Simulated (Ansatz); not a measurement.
# C₄H₅F: from a rough start to a minimum

What shape does C₄H₅F take? The plan is to relax it, check the end point by its vibrations and derive ideal-gas thermochemistry.

Computed with Ansatz 0.2.0, Gaussian basis. Level: RKS PBE0-D4/def2-TZVP.

The runs, in order: relaxation at PBE-D4/def2-SVP; relaxation at PBE0-D4/def2-TZVP; harmonic vibrations at the same level.

1 further run of the same task is left out (set aside as unsound or not needed).

## 1. The starting structure

SMILES `CC1=CC1F`, 10 atoms, charge 0, spin multiplicity 1.

Atoms are counted from 1 here; the program's logs count them from 0.

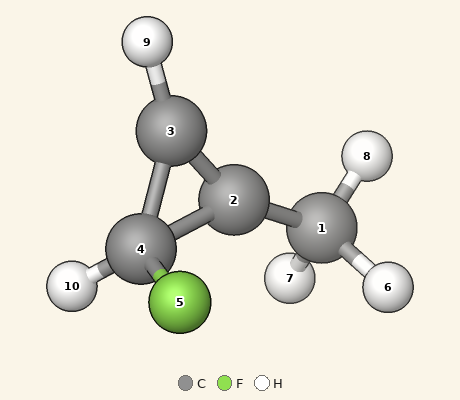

Start geometry, drawn with carbon grey, fluorine green, hydrogen white; atoms are numbered from 1 in the order of the file.

The start is a force-field geometry with small random shifts, so a cheaper pass at PBE-D4/def2-SVP comes first.

## 2. Relaxation at PBE-D4/def2-SVP (cheap first pass)

in.yaml

```yaml
crystal:
  periodic: [false, false, false]
  atoms:
    - {symbol: C, position_ang: [-1.135400, -0.813100, -0.350400]}
    - {symbol: C, position_ang: [0.017800, -0.158500, 0.127900]}
    - {symbol: C, position_ang: [0.985400, 0.009600, 0.932100]}
    - {symbol: C, position_ang: [0.997400, 0.917300, -0.172100]}
    - {symbol: F, position_ang: [0.516900, 2.193800, 0.056200]}
    - {symbol: H, position_ang: [-1.998700, -0.024000, -0.414400]}
    - {symbol: H, position_ang: [-1.004800, -1.177400, -1.360400]}
    - {symbol: H, position_ang: [-1.463400, -1.567700, 0.286200]}
    - {symbol: H, position_ang: [1.548400, -0.258000, 1.863600]}
    - {symbol: H, position_ang: [1.619600, 0.826700, -0.965800]}
basis:
  gaussian: {orbitals: def2-SVP}
hamiltonian: {xc: pbe, dispersion: d4}
relax: {f_tol: 0.03, max_steps: 200}
```

Launch:

```
$ ansatz run in.yaml --threads 2 --pin off --events-out ev --progress --plain --max-ram 4352MiB
```

The log of the run, cut to the lines that bear on the results:

```text
Functional definition: PBE
  name "PBE"
  cite "Perdew, Burke & Ernzerhof, Phys. Rev. Lett. 77, 3865 (1996) doi:10.1103/PhysRevLett.77.3865"
  parent pbe
[...]
1070 factors; their error is unknown
[...]
mean field -6930.13067232 eV, -254.6776047963 hartree, gradient 1.4e-5 eV, S^2 0.000000; 0 other end points of the search recorded, 0 dependent functions left out
[...]
reference -6930.13070006 eV, -254.6776058159 hartree; 19, 19 occupied and 76, 76 virtual orbitals, 1070 factors
relax step   1: F+E_penalty+E_count = -6930.29491032 eV  Δ(F+E_penalty+E_count) = +0.000e0 eV  max|allowed force component| = 4.143e0 eV/Å  Δτ_max = 0.0000 Å  (29 SCF iters, accepted)
[...]
relax step   6: F+E_penalty+E_count = -6930.91744005 eV  Δ(F+E_penalty+E_count) = -1.395e-3 eV  max|allowed force component| = 4.003e-2 eV/Å  Δτ_max = 0.0087 Å  (31 SCF iters, accepted)
[...]
relax step   7: F+E_penalty+E_count = -6930.91750929 eV  Δ(F+E_penalty+E_count) = -6.924e-5 eV  max|allowed force component| = 1.672e-2 eV/Å  Δτ_max = 0.0025 Å  (31 SCF iters, accepted)
1070 factors; their error is unknown
[...]
mean field -6930.75698800 eV, -254.7006214732 hartree, gradient 1.4e-5 eV, S^2 0.000000; 1 other end points of the search recorded, 0 dependent functions left out
[...]
reference -6930.75701701 eV, -254.7006225394 hartree; 19, 19 occupied and 76, 76 virtual orbitals, 1070 factors
Total energy: -6930.91753831 eV, -254.7065215881 hartree
Atom 0 at    -1.200949    -0.817182    -0.355383 Å, force     0.000493     0.004864     0.001824 eV/Å
Atom 1 at     0.035708    -0.148317     0.096404 Å, force    -0.002324    -0.016356    -0.002161 eV/Å
Atom 2 at     1.021635     0.005205     0.966220 Å, force    -0.000535     0.007160    -0.002197 eV/Å
Atom 3 at     0.996664     0.944669    -0.171807 Å, force    -0.004201     0.016716    -0.003437 eV/Å
Atom 4 at     0.589246     2.264001     0.040039 Å, force     0.004170    -0.007055     0.001419 eV/Å
Atom 5 at    -2.028282    -0.079418    -0.414100 Å, force     0.001982     0.000092     0.000621 eV/Å
Atom 6 at    -1.071927    -1.228107    -1.378912 Å, force    -0.002790     0.000599    -0.000526 eV/Å
Atom 7 at    -1.505047    -1.636627     0.324755 Å, force     0.001469    -0.002258     0.000594 eV/Å
Atom 8 at     1.514520    -0.294448     1.898751 Å, force    -0.001371    -0.000679     0.001113 eV/Å
Atom 9 at     1.731633     0.938924    -1.003066 Å, force     0.003106    -0.003082     0.002750 eV/Å
Dipole moment:    -0.102058    -0.463137    -0.030370 e Å
```

Run time: 9.5 s. Hardware: 2 threads of Arm Neoverse V2, shared host.

Relaxation path:

```
step  energy from step 1 (eV)  largest force component (eV/Å)
   1                   0.0000                          4.1433
   2                  -0.5418                          1.2760
   3                  -0.6167                          0.2454
   4                  -0.6211                          0.0935
   5                  -0.6211                          0.1347
   6                  -0.6225                          0.0400
   7                  -0.6226                          0.0167
```

Close pairs (by a distance rule), those that changed most:

```
  bond  before (Å)  after (Å)  change (Å)
C4–H10       1.013      1.110      +0.097
 C1–H8       1.040      1.107      +0.067
 C1–C2       1.410      1.477      +0.067
 C1–H6       1.171      1.110      -0.061
 C2–C3       1.269      1.324      +0.054
 C3–C4       1.429      1.476      +0.046
 C1–H7       1.082      1.110      +0.029
 C3–H9       1.121      1.097      -0.024
```

## 3. Optimising with PBE0-D4/def2-TZVP

in.yaml

```yaml
crystal:
  periodic: [false, false, false]
  atoms:
    - {symbol: C, position_ang: [-1.200949, -0.817182, -0.355383]}
    - {symbol: C, position_ang: [0.035708, -0.148317, 0.096404]}
    - {symbol: C, position_ang: [1.021635, 0.005205, 0.966220]}
    - {symbol: C, position_ang: [0.996664, 0.944669, -0.171807]}
    - {symbol: F, position_ang: [0.589246, 2.264001, 0.040039]}
    - {symbol: H, position_ang: [-2.028282, -0.079418, -0.414100]}
    - {symbol: H, position_ang: [-1.071927, -1.228107, -1.378912]}
    - {symbol: H, position_ang: [-1.505047, -1.636627, 0.324755]}
    - {symbol: H, position_ang: [1.514520, -0.294448, 1.898751]}
    - {symbol: H, position_ang: [1.731633, 0.938924, -1.003066]}
basis:
  gaussian: {orbitals: def2-TZVP}
hamiltonian: {xc: pbe0, dispersion: d4}
relax: {f_tol: 0.005, max_steps: 150}
```

Same command.

The log of the run, cut to the lines that bear on the results:

```text
Functional definition: PBE0
  name "PBE0"
  cite "Adamo & Barone, J. Chem. Phys. 110, 6158 (1999) doi:10.1063/1.478522"
  cite "Perdew, Burke & Ernzerhof, Phys. Rev. Lett. 77, 3865 (1996) doi:10.1103/PhysRevLett.77.3865"
  parent pbe
[...]
1096 factors; their error is unknown
[...]
mean field -6939.08276286 eV, -255.0065880558 hartree, gradient 7.0e-6 eV, S^2 0.000000; 0 other end points of the search recorded, 0 dependent functions left out
[...]
reference -6939.08279034 eV, -255.0065890656 hartree; 19, 19 occupied and 166, 166 virtual orbitals, 1096 factors
relax step   1: F+E_penalty+E_count = -6939.21667474 eV  Δ(F+E_penalty+E_count) = +0.000e0 eV  max|allowed force component| = 9.238e-1 eV/Å  Δτ_max = 0.0000 Å  (30 SCF iters, accepted)
[...]
Atom 0 at    -1.192206    -0.809173    -0.353195 Å, force    -0.000332     0.000113    -0.000211 eV/Å
Atom 1 at     0.037450    -0.146148     0.097157 Å, force     0.001912    -0.001153     0.001663 eV/Å
Atom 2 at     1.007282     0.004915     0.953891 Å, force    -0.002756    -0.002206    -0.000540 eV/Å
Atom 3 at     0.991182     0.926134    -0.174037 Å, force     0.001833     0.001098    -0.001087 eV/Å
Atom 4 at     0.583823     2.241033     0.043066 Å, force    -0.000924     0.002469     0.000259 eV/Å
Atom 5 at    -2.006090    -0.081539    -0.407082 Å, force     0.000211    -0.000389     0.000162 eV/Å
Atom 6 at    -1.059356    -1.215137    -1.359687 Å, force    -0.000089     0.000291     0.000455 eV/Å
Atom 7 at    -1.485459    -1.615728     0.319940 Å, force     0.000093     0.000257    -0.000368 eV/Å
Atom 8 at     1.492901    -0.287549     1.870524 Å, force     0.000285     0.000687    -0.000593 eV/Å
Atom 9 at     1.713674     0.931892    -0.987678 Å, force    -0.000234    -0.001167     0.000259 eV/Å
Dipole moment:    -0.083594    -0.529289    -0.024464 e Å
```

It took 23 s on 2 threads of Arm Neoverse V2, shared host; peak memory 0.4 GiB.

Along the way:

```
step  energy from step 1 (eV)  largest force component (eV/Å)
   1                   0.0000                          0.9238
   2                  -0.0498                          0.3104
   3                  -0.0551                          0.0991
   4                  -0.0552                          0.0593
   5                  -0.0553                          0.0073
   6                  -0.0553                          0.0028
```

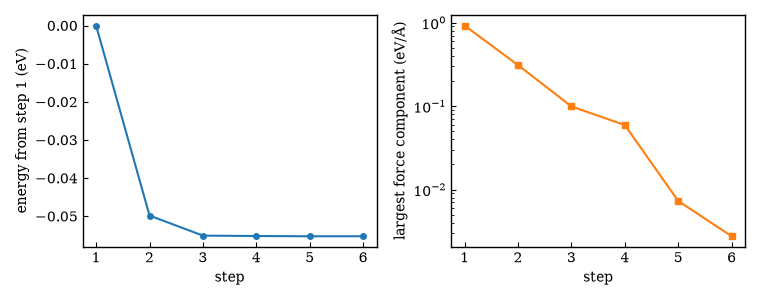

Energy and force, step by step.

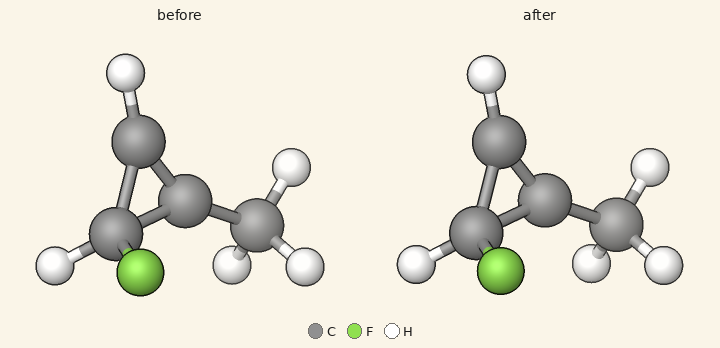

Before and after, at one scale.

Distances of close pairs at the start and the end, largest changes first:

```
  bond  before (Å)  after (Å)  change (Å)
C4–H10       1.110      1.088      -0.021
 C2–C3       1.324      1.303      -0.021
 C3–C4       1.476      1.456      -0.020
 C2–C4       1.480      1.460      -0.019
 C3–H9       1.097      1.078      -0.019
 C1–H7       1.110      1.093      -0.017
 C1–H6       1.110      1.093      -0.017
 C1–H8       1.107      1.091      -0.017
```

Mulliken charges of the relaxed molecule (report file):

```
atom  value (e)
  C1      -0.34
  C2      -0.01
  C3      -0.16
  C4       0.06
  F5      -0.25
  H6       0.16
  H7       0.14
  H8       0.14
  H9       0.16
 H10       0.09
```

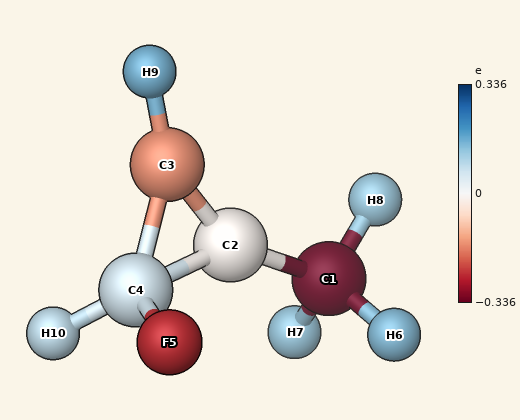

Mulliken charges of the relaxed molecule (report file), as colours on the atoms.

## 4. Harmonic vibrations

in.yaml

```yaml
crystal:
  periodic: [false, false, false]
  atoms:
    - {symbol: C, position_ang: [-1.192206, -0.809173, -0.353195]}
    - {symbol: C, position_ang: [0.037450, -0.146148, 0.097157]}
    - {symbol: C, position_ang: [1.007282, 0.004915, 0.953891]}
    - {symbol: C, position_ang: [0.991182, 0.926134, -0.174037]}
    - {symbol: F, position_ang: [0.583823, 2.241033, 0.043066]}
    - {symbol: H, position_ang: [-2.006090, -0.081539, -0.407082]}
    - {symbol: H, position_ang: [-1.059356, -1.215137, -1.359687]}
    - {symbol: H, position_ang: [-1.485459, -1.615728, 0.319940]}
    - {symbol: H, position_ang: [1.492901, -0.287549, 1.870524]}
    - {symbol: H, position_ang: [1.713674, 0.931892, -0.987678]}
basis:
  gaussian: {orbitals: def2-TZVP}
hamiltonian: {xc: pbe0, dispersion: d4}
phonons: {temperatures: {t_min: 298.15, t_max: 900, t_step: 200}}
```

The command is unchanged.

The log of the run, cut to the lines that bear on the results:

```text
Functional definition: PBE0
  name "PBE0"
  cite "Adamo & Barone, J. Chem. Phys. 110, 6158 (1999) doi:10.1063/1.478522"
  cite "Perdew, Burke & Ernzerhof, Phys. Rev. Lett. 77, 3865 (1996) doi:10.1103/PhysRevLett.77.3865"
  parent pbe
[...]
1096 factors; their error is unknown
[...]
mean field -6939.13711893 eV, -255.0085856045 hartree, gradient 6.6e-6 eV, S^2 0.000000; 0 other end points of the search recorded, 0 dependent functions left out
[...]
reference -6939.13714607 eV, -255.0085866021 hartree; 19, 19 occupied and 166, 166 virtual orbitals, 1096 factors
[...]
1096 factors; their error is unknown
mean field -6939.13694074 eV, -255.0085790563 hartree, gradient 2.0e-6 eV, S^2 0.000000; 0 other end points of the search recorded, 0 dependent functions left out
[...]
reference -6939.13696789 eV, -255.0085800541 hartree; 19, 19 occupied and 166, 166 virtual orbitals, 1096 factors
[...]
Atom 3 at     0.991182     0.926134    -0.174037 Å, force     0.001858     0.001080    -0.001087 eV/Å
Atom 4 at     0.583823     2.241033     0.043066 Å, force    -0.000932     0.002489     0.000262 eV/Å
Atom 5 at    -2.006090    -0.081539    -0.407082 Å, force     0.000213    -0.000390     0.000165 eV/Å
Atom 6 at    -1.059356    -1.215137    -1.359687 Å, force    -0.000086     0.000290     0.000448 eV/Å
Atom 7 at    -1.485459    -1.615728     0.319940 Å, force     0.000093     0.000246    -0.000353 eV/Å
Atom 8 at     1.492901    -0.287549     1.870524 Å, force     0.000284     0.000686    -0.000590 eV/Å
Atom 9 at     1.713674     0.931892    -0.987678 Å, force    -0.000243    -0.001171     0.000270 eV/Å
Dipole moment:    -0.083593    -0.529289    -0.024464 e Å
Vibrations: 132.97 197.35 315.89 475.49 546.41 763.26 787.98 955.13 977.94 997.41 1044.25 1076.10 1181.85 1264.99 1347.72 1397.37 1469.83 1471.55 1848.98 3052.20 3117.31 3134.11 3142.24 3280.17 cm⁻¹, zero-point energy 2.106397 eV
```

It took 2.4 min on 2 threads of Arm Neoverse V2, shared host; peak memory 0.41 GiB.

Motions are named by where the mode's potential energy lies. Wavenumbers, unscaled:

```
mode  cm⁻¹                 motion
   1   133                torsion
   2   197      bend with torsion
   3   316      bend with torsion
   4   475                   bend
   5   546                   bend
   6   763  C–C stretch with bend
   7   788      out-of-plane bend
   8   955                   bend
   9   978  C–F stretch with bend
  10   997                   bend
  11  1044      bend with torsion
  12  1076                   bend
  13  1182  bend with C–C stretch
  14  1265  bend with C–C stretch
  15  1348                   bend
  16  1397                   bend
  17  1470                   bend
  18  1472                   bend
  19  1849            C–C stretch
  20  3052            C–H stretch
  21  3117            C–H stretch
  22  3134            C–H stretch
  23  3142            C–H stretch
  24  3280            C–H stretch
```

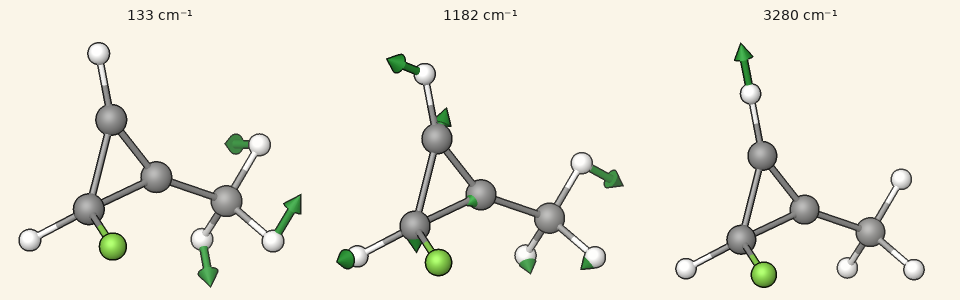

How the atoms move in 3 of the modes.

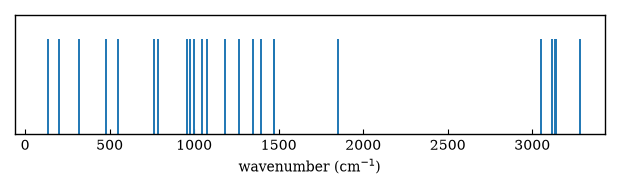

The harmonic wavenumbers as sticks (no intensities were computed).

Ideal gas, rigid rotor and harmonic oscillator at 298.15 K and 1 bar, with symmetry number 1:

```
                term            value
   zero-point energy    48.6 kcal/mol
          H(298) − E    52.5 kcal/mol
entropy, translation  162.2 J/(mol K)
   entropy, rotation  106.0 J/(mol K)
  entropy, vibration   36.5 J/(mol K)
      entropy, total  304.7 J/(mol K)
```

## 5. Summary of results

```
                  quantity            value
               point group               C1
                     steps            7 + 6
shift from the start (rms)          0.070 Å
              total energy    -6939.2720 eV
           dispersion term         -135 meV
             dipole moment           2.58 D
lowest, highest wavenumber   133, 3280 cm⁻¹
         zero-point energy    48.6 kcal/mol
       entropy at 298.15 K  304.7 J/(mol K)
```

**Reading.** The relaxed geometry lies 0.07 Å (rms) from the start; the bond that changed most is C1–H6, from 1.171 to 1.093 Å. No mode is imaginary: a true minimum at this level. The stiffest mode, 3280 cm⁻¹, is a C–H stretch, and 2 modes under 200 cm⁻¹ make the vibrational entropy uncertain. Harmonic hybrid wavenumbers usually lie a few per cent above measured fundamentals. The largest Mulliken charge, -0.34 e, sits on C1.
